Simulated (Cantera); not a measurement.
Input: 1 mol SiHCl3, a varied amount of H2, equilibrated at 652 °C and 1.00 bar.

These are equilibrium values from Cantera (NASA tables, ideal gas, pure condensed phases), not measurements of a reactor. Candidate condensed phases: Si; 19 gas species. The tables' values for SiCl3 are old estimates; treat these amounts as uncertain. Kinetics and transport are ignored.

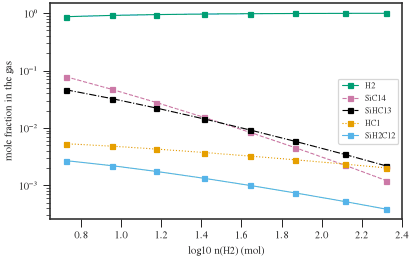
Fig. 1. Equilibrium gas composition (values under 1e-9 drawn at 1e-9)

From 5.3 mol H2 to 210 mol H2 the condensed part is Si(s). The main Si-bearing gas is SiCl4 at 5.3 mol H2 and SiHCl3 at 210 mol H2. The share of Si in condensed phases is highest at 210 mol H2 (19.7 %) and lowest at 44 mol H2 (15.8 %).
